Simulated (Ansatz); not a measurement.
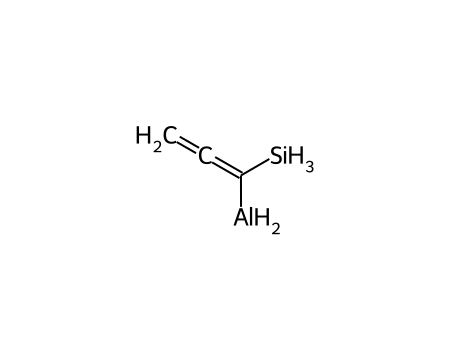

Structural formula above. Computed geometry: PBE0-D4/def2-TZVP optimisation. No frequency run is at hand to confirm it as a minimum.

What does the molecule look like in three dimensions?

Formula C3H7AlSi. Its SMILES string is `C=C=[C]([AlH2])[SiH3]`. Among its groups: Si–H bond. Coordination: 2 C trigonal planar; 1 C linear; 1 Al trigonal planar; 1 Si tetrahedral.

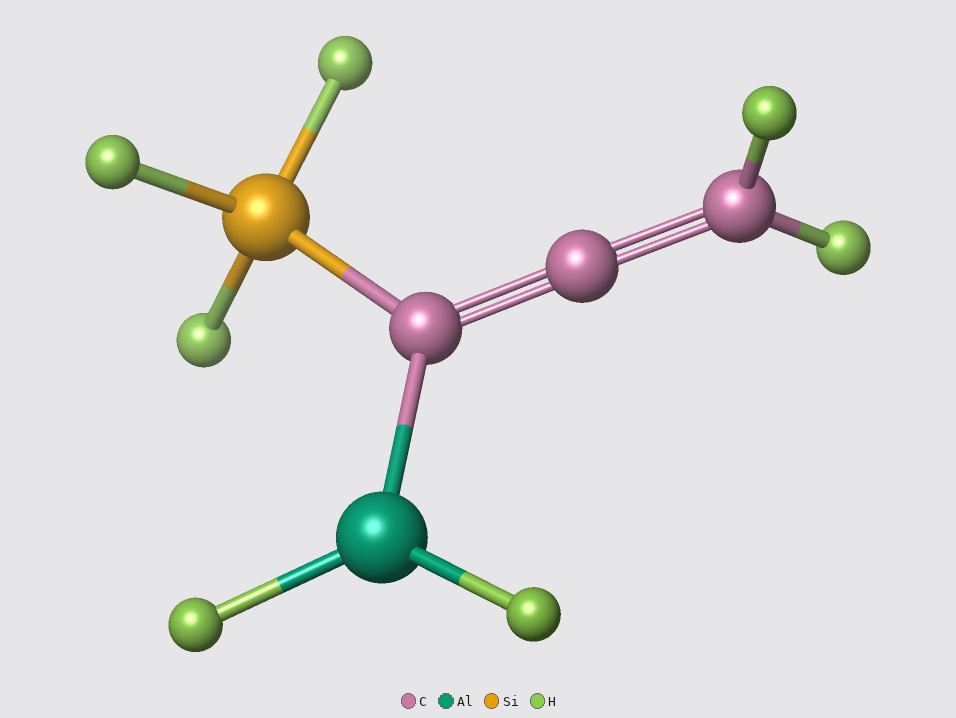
